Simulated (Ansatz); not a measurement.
Consider Ga$_{8}$Sb$_{5}$P$_{3}$.

The calculation's input:

```
crystal:
  lattice:
    - [-0.0086509244, 5.870324019, 5.870324019]
    - [5.8616730946, 0.0, 5.8616730946]
    - [5.8616730946, 5.8616730946, 0.0]
  atoms:
    - { symbol: Ga, position: [0.0017158268, -0.0005719423, -0.0005719423] }
    - { symbol: Ga, position: [-0.0241930105, 0.0071424013, 0.5085253046] }
    - { symbol: Ga, position: [-0.0241930105, 0.5085253046, 0.0071424013] }
    - { symbol: Ga, position: [-0.0241930105, 0.5085253046, 0.5085253046] }
    - { symbol: Ga, position: [0.5160273056, -0.0142705079, -0.0142705079] }
    - { symbol: Ga, position: [0.5160273056, -0.0142705079, 0.5125137102] }
    - { symbol: Ga, position: [0.5160273056, 0.5125137102, -0.0142705079] }
    - { symbol: Ga, position: [0.5175658095, 0.4941447302, 0.4941447302] }
    - { symbol: Sb, position: [0.126935767, 0.1254416679, 0.1254416679] }
    - { symbol: Sb, position: [0.126935767, 0.1254416679, 0.6221808972] }
    - { symbol: Sb, position: [0.126935767, 0.6221808972, 0.1254416679] }
    - { symbol: Sb, position: [0.1242393388, 0.6252535537, 0.6252535537] }
    - { symbol: Sb, position: [0.6258875812, 0.1247041396, 0.1247041396] }
    - { symbol: P, position: [0.6247604192, 0.123716376, 0.6257616024] }
    - { symbol: P, position: [0.6247604192, 0.6257616024, 0.123716376] }
    - { symbol: P, position: [0.6247604192, 0.6257616024, 0.6257616024] }
basis:
  ecutwfc: 420
kpoints:
  mp_grid: { grid: [6, 6, 6] }
  band_path: { path: [[0.0, 0.0, 0.0], [0.16666667, 0.0, 0.0]], npoints: 1 }
hamiltonian:
  xc: pbesol
scf:
  occupations: { method: gaussian, width: 0.1 }
  n_extra_bands: 11
output:
  forces: true
  stress: true
  eigenvalues: true
  write_density: true
  write_potential: true
  elf: true
  volumetric_format: npy
```

Command:

```sh
ansatz run input.yaml --threads 4 --pin off --max-ram 10240MiB --backend cpu --events-out ev --progress --plain --runs-dir out
```

Below, planes, directions and counts refer to the conventional cell (a = 8.29 Å, b = 8.29 Å, c = 20.35 Å, α = 90.00°, β = 90.00°, γ = 120.00°).

Space group R3m; a generated structure, not necessarily the stable one.

Theory: Ansatz 0.2.0, DFT PBEsol, scalar-relativistic, plane waves, PAW.

What will maps of the valence pseudo-density and electron localisation function show?

Answer. Ga–P (2.38 Å): ρ at the midpoint is about 0.53 e/Å³; the ELF peaks at about 0.90 in the valence shell of P, 0.9 Å from its nucleus, and is about 0.75 at the midpoint.
Ga–Sb (2.55 Å): ρ at the midpoint is about 0.48 e/Å³; the ELF peaks at about 0.70 between the atoms.
Ga–P (2.51 Å): ρ at the midpoint is about 0.43 e/Å³; the ELF peaks at about 0.90 in the valence shell of P, 0.9 Å from its nucleus, and is about 0.75 at the midpoint.
Ga–Sb (2.59 Å): ρ is about 0.45 e/Å³ halfway; the ELF peaks at about 0.70 between the atoms.

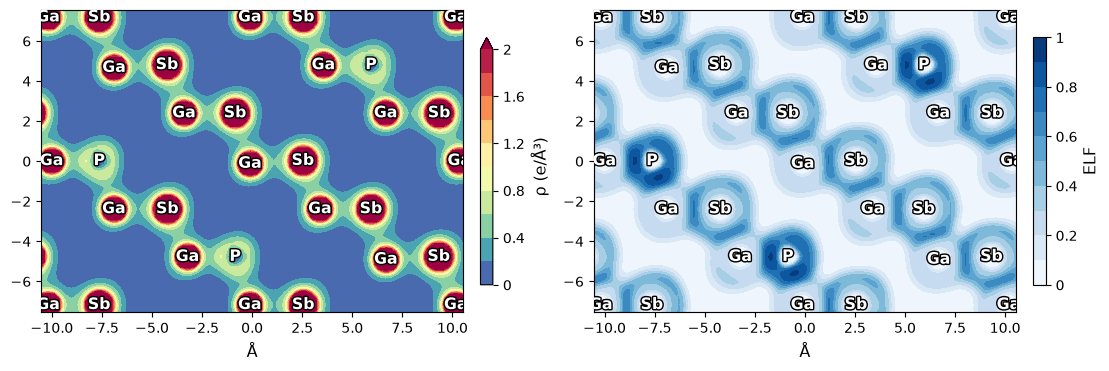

Computed valence pseudo-density and electron localisation function on the (110) plane of the conventional cell, in this order. 

Core electrons are frozen (PAW), and the valence fields are smoothed inside the atomic spheres.
